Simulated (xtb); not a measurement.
## Geometry relaxation, with input and output: SiPH₄Br (part 1 of 2)

- system: SiPH₄Br
- method: GFN2-xTB (xtb 6.7.1 later snapshot)

The geometry comes from this level: GFN2-xTB.

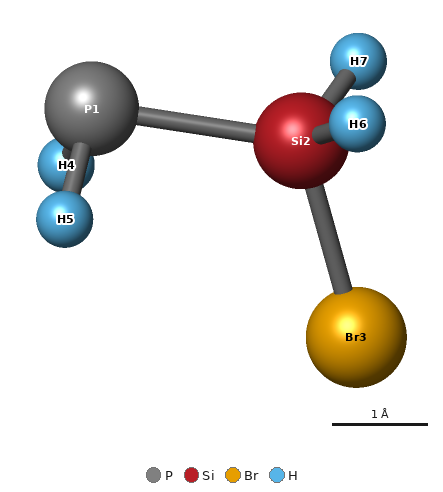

Figure 1. The structure as given in the input (ball-and-stick view, seen at a tilt; atoms are numbered from 1 in the order of the input). Bond lengths as drawn: Br–Si 2.22 Å, H–P 1.38 Å, H–Si 1.46 Å and P–Si 2.23 Å.

## The input (start.xyz)
```
7

P     -0.61134000     0.53481000    -1.33348000
Si     0.74403000    -0.11330000     0.32051000
Br    -0.32040000    -0.85790000     2.12493000
H     -1.41569000    -0.59094000    -1.29038000
H     -1.47353000     1.25330000    -0.52319000
H      1.52065000     1.01835000     0.80746000
H      1.55629000    -1.24432000    -0.10584000
```

## File detailed.inp
```
$chrg 0
$spin 0
$end
```

Command:
```bash
xtb start.xyz --gfn 2 --input detailed.inp --opt vtight -P 1 > start.out 2> xtb.err
```

## Output
```
* xtb version 6.7.1
   ID    Z sym.   atoms
    1   15 P      1
    2   14 Si     2
    3   35 Br     3
    4    1 H      4-7

           -------------------------------------------------
          |                Calculation Setup                |
           -------------------------------------------------

          program call               : xtb start.xyz --gfn 2 --input detailed.inp --opt vtight -P 1
          coordinate file            : start.xyz
          omp threads                :                     1

           -------------------------------------------------
          |                 G F N 2 - x T B                 |
           -------------------------------------------------

      * Hamiltonian:
        H0-scaling (s, p, d)           1.850000    2.230000    2.230000
        zeta-weighting                 0.500000
      * Dispersion:
        s8                             2.700000
        a1                             0.520000
        a2                             5.000000
        s9                             5.000000
      * Repulsion:
        kExp                           1.500000    1.000000
        rExp                           1.000000
      * Coulomb:
        alpha                          2.000000
        third order                    shell-resolved
        anisotropic                    true
        a3                             3.000000
        a5                             4.000000
        cn-shift                       1.200000
        cn-exp                         4.000000
        max-rad                        5.000000

          ...................................................
          :                      SETUP                      :
          :.................................................:
          :  # basis functions                  34          :
          :  # atomic orbitals                  31          :
          :  # shells                           13          :
          :  # electrons                        20          :
          :  max. iterations                   250          :
          :  Hamiltonian                  GFN2-xTB          :
          :  restarted?                      false          :
          :  GBSA solvation                  false          :
          :  PC potential                    false          :
          :  electronic temp.          300.0000000     K    :
          :  accuracy                    1.0000000          :
          :  -> integral cutoff          0.2500000E+02      :
          :  -> integral neglect         0.1000000E-07      :
          :  -> SCF convergence          0.1000000E-05 Eh   :
          :  -> wf. convergence          0.1000000E-03 e    :
          :  Broyden damping             0.4000000          :
          :  net charge                          0          :
          :  unpaired electrons                  0          :
          ...................................................

 iter      E             dE          RMSdq      gap      omega  full diag
   1    -10.3388160 -0.103388E+02  0.781E+00    4.59       0.0  T
   2    -10.4354910 -0.966750E-01  0.369E+00    4.07       1.0  T
   3    -10.4587982 -0.233073E-01  0.259E+00    4.71       1.0  T
   4    -10.4637472 -0.494901E-02  0.121E+00    4.54       1.0  T
   5    -10.4639968 -0.249579E-03  0.100E+00    4.67       1.0  T
   6    -10.4652025 -0.120571E-02  0.806E-01    4.59       1.0  T
   7    -10.4661394 -0.936882E-03  0.632E-01    4.58       1.0  T
   8    -10.4663747 -0.235285E-03  0.186E-01    4.60       1.0  T
   9    -10.4663828 -0.805532E-05  0.106E-01    4.59       1.0  T
  10    -10.4664030 -0.202514E-04  0.272E-02    4.60       1.4  T
  11    -10.4664031 -0.614773E-07  0.150E-02    4.60       2.5  T
  12    -10.4664033 -0.272020E-06  0.514E-03    4.60       7.4  T
  13    -10.4664034 -0.450086E-07  0.382E-03    4.60       9.9  T
  14    -10.4664034 -0.353177E-08  0.109E-03    4.60      34.6  T
  15    -10.4664034  0.101359E-10  0.472E-04    4.60      80.0  T
  16    -10.4664034 -0.229203E-09  0.127E-04    4.60     297.9  T

   *** convergence criteria satisfied after 16 iterations ***

         #    Occupation            Energy/Eh            Energy/eV
      -------------------------------------------------------------
         1        2.0000           -0.8612925             -23.4370
       ...           ...                  ...                  ...
         4        2.0000           -0.4927673             -13.4089
         5        2.0000           -0.4757670             -12.9463
         6        2.0000           -0.4732254             -12.8771
         7        2.0000           -0.4581727             -12.4675
         8        2.0000           -0.4438745             -12.0784
         9        2.0000           -0.4368013             -11.8860
        10        2.0000           -0.4079219             -11.1001 (HOMO)
        11                         -0.2388243              -6.4987 (LUMO)
        12                         -0.2306849              -6.2773
        13                         -0.2156281              -5.8675
        14                         -0.1908092              -5.1922
        15                         -0.1743490              -4.7443
       ...                                ...                  ...
        31                          1.0954674              29.8092
      -------------------------------------------------------------
                  HL-Gap            0.1690975 Eh            4.6014 eV
             Fermi-level           -0.3233731 Eh           -8.7994 eV

 SCC (total)                   0 d,  0 h,  0 min,  0.006 sec
 SCC setup                      ...        0 min,  0.000 sec (  1.328%)
 Dispersion                     ...        0 min,  0.000 sec (  0.479%)
 classical contributions        ...        0 min,  0.000 sec (  0.117%)
 integral evaluation            ...        0 min,  0.001 sec ( 12.401%)
 iterations                     ...        0 min,  0.004 sec ( 64.634%)
 molecular gradient             ...        0 min,  0.001 sec ( 19.392%)
 printout                       ...        0 min,  0.000 sec (  1.374%)

         :::::::::::::::::::::::::::::::::::::::::::::::::::::
         ::                     SUMMARY                     ::
         :::::::::::::::::::::::::::::::::::::::::::::::::::::
         :: total energy             -10.412096708971 Eh    ::
         :: gradient norm              0.000115523936 Eh/a0 ::
         :: HOMO-LUMO gap              4.601377980684 eV    ::
         ::.................................................::
         :: SCC energy               -10.466401216465 Eh    ::
         :: -> isotropic ES            0.019338868496 Eh    ::
         :: -> anisotropic ES         -0.005514946075 Eh    ::
         :: -> anisotropic XC         -0.015586456004 Eh    ::
         :: -> dispersion             -0.005006628782 Eh    ::
         :: repulsion energy           0.054304507495 Eh    ::
         :: add. restraining           0.000000000000 Eh    ::
         :: total charge               0.000000000000 e     ::
         :::::::::::::::::::::::::::::::::::::::::::::::::::::

      -----------------------------------------------------------
     |                   =====================                   |
     |                        A N C O P T                        |
     |                   =====================                   |
     |               Approximate Normal Coordinate               |
     |                Rational Function Optimizer                |
      -----------------------------------------------------------

          ...................................................
          :                      SETUP                      :
          :.................................................:
          :   optimization level         verytight          :
          :   max. optcycles                   200          :
          :   ANC micro-cycles                  20          :
          :   degrees of freedom                15          :
          :.................................................:
          :   RF solver                   davidson          :
          :   write xtbopt.log                true          :
          :   linear?                        false          :
          :   energy convergence         0.1000000E-06 Eh   :
          :   grad. convergence          0.2000000E-03 Eh/α :
          :   maximum RF displ.          1.0000000          :
          :   Hlow (freq-cutoff)         0.1000000E-01      :
          :   Hmax (freq-cutoff)         5.0000000          :
          :   S6 in model hess.         20.0000000          :
          ...................................................

generating ANC from exact Hessian ...
Using Lindh-Hessian (1995)
 Shifting diagonal of input Hessian by    9.9561615767787565E-003
 Lowest  eigenvalues of input Hessian
    0.000000    0.000000    0.000000    0.000000    0.000000    0.000000
    0.010000    0.011204    0.011944    0.013786    0.014385    0.015314
    0.017836    0.034110    0.047253    0.108883    0.188768    0.441906
 Highest eigenvalues
    0.108883    0.188768    0.441906    0.619091    0.682864    0.697303

........................................................................
.............................. CYCLE    1 ..............................
........................................................................

 iter      E             dE          RMSdq      gap      omega  full diag
   1    -10.4664034 -0.104664E+02  0.447E-05    4.60       0.0  T
   2    -10.4664034 -0.694556E-12  0.198E-05    4.60    1907.2  T
   3    -10.4664034 -0.479616E-13  0.103E-05    4.60    3661.1  T
     SCC iter.                  ...        0 min,  0.001 sec
     gradient                   ...        0 min,  0.001 sec
 * total energy  :   -10.4120967 Eh     change       -0.1057643E-10 Eh
   gradient norm :     0.0001153 Eh/α   predicted     0.0000000E+00 (-100.00%)
   displ. norm   :     0.0065994 α      lambda       -0.2872859E-06
   maximum displ.:     0.0046448 α      in ANC's #6, #1, #3, ...

   *** GEOMETRY OPTIMIZATION CONVERGED AFTER 1 ITERATIONS ***

------------------------------------------------------------------------
 total energy gain   :        -0.0000000 Eh       -0.0000 kcal/mol
 total RMSD          :         0.0000000 a0        0.0000 Å
 total power (kW/mol):        -0.0000000 (step)   -0.0000 (real)
------------------------------------------------------------------------

 ANCopt (total)                0 d,  0 h,  0 min,  0.003 sec
 optimizer setup                ...        0 min,  0.000 sec (  2.795%)
 model hessian                  ...        0 min,  0.000 sec (  5.433%)
 ANC generation                 ...        0 min,  0.000 sec (  2.315%)
 coordinate transformation      ...        0 min,  0.000 sec (  0.341%)
 single point calculation       ...        0 min,  0.003 sec ( 81.537%)
 optimization log               ...        0 min,  0.000 sec (  2.684%)
 hessian update                 ...        0 min,  0.000 sec (  0.026%)
 rational function              ...        0 min,  0.000 sec (  3.138%)

================
 final structure:
================
7
 xtb: 6.7.1
P           -0.61134000000000        0.53481000000000       -1.33348000000000
Si           0.74403000000000       -0.11330000000000        0.32051000000000
Br          -0.32040000000000       -0.85790000000000        2.12493000000000
H           -1.41569000000000       -0.59094000000000       -1.29038000000000
H           -1.47353000000000        1.25330000000000       -0.52319000000000
H            1.52065000000000        1.01835000000000        0.80746000000000
H            1.55629000000000       -1.24432000000000       -0.10584000000000

 Bond Distances (Angstroems)
```
